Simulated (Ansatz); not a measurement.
Consider AlAsH6O.

The calculation's input:

```
crystal:
  periodic: [false, false, false]
  atoms:
    - {symbol: Al, position_ang: [-0.626050, -0.842865, 0.336006]}
    - {symbol: O, position_ang: [-0.911577, 1.122152, -0.036407]}
    - {symbol: H, position_ang: [-1.496676, -1.390139, -0.886872]}
    - {symbol: H, position_ang: [-1.147844, -1.010729, 1.827001]}
    - {symbol: H, position_ang: [-0.046346, 1.540033, -0.142551]}
    - {symbol: As, position_ang: [1.827301, -0.919306, 0.049632]}
    - {symbol: H, position_ang: [-1.405659, 1.263939, -0.852539]}
    - {symbol: H, position_ang: [2.023769, 0.314137, 0.931316]}
    - {symbol: H, position_ang: [1.783182, -0.077324, -1.225485]}
basis:
  gaussian: {orbitals: def2-TZVPP}
hamiltonian: {xc: pbe0, dispersion: d4}
output: {orbitals: {seedname: orbitals}}
```

Run with:

```sh
ansatz run in.yaml --threads 4 --pin off --events-out ev --progress --plain --max-ram 9574MiB
```

The product side of a reaction path; geometry: PBE0-D4/def2-TZVP.

All numbers below come from RKS PBE0-D4/def2-TZVPP in Ansatz.

Q: Predict the electron density and electron localisation function between the atoms.

A: Al–O (2.02 Å): the density is about 0.41 e/Å³ at the midpoint; the ELF peaks at about 0.90 in the valence shell of O, 0.7 Å from its nucleus, and is about 0.50 at the midpoint.
Al–As (2.47 Å): ρ at the midpoint is about 0.51 e/Å³; the ELF peaks at about 0.95 between the atoms, as expected for a shared electron pair.
O–H (0.97 Å): the density is about 3.8 e/Å³ at the midpoint; the ELF climbs to about 1 towards the hydrogen, as it does in any bond to H: an ordinary covalent bond to hydrogen.

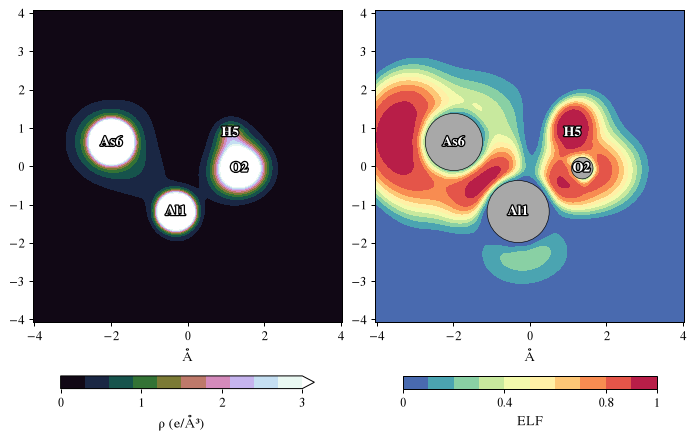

Computed electron density and electron localisation function on the plane of atoms O2, Al1 and As6, in this order. Grey discs cover the atomic cores in the ELF map. 
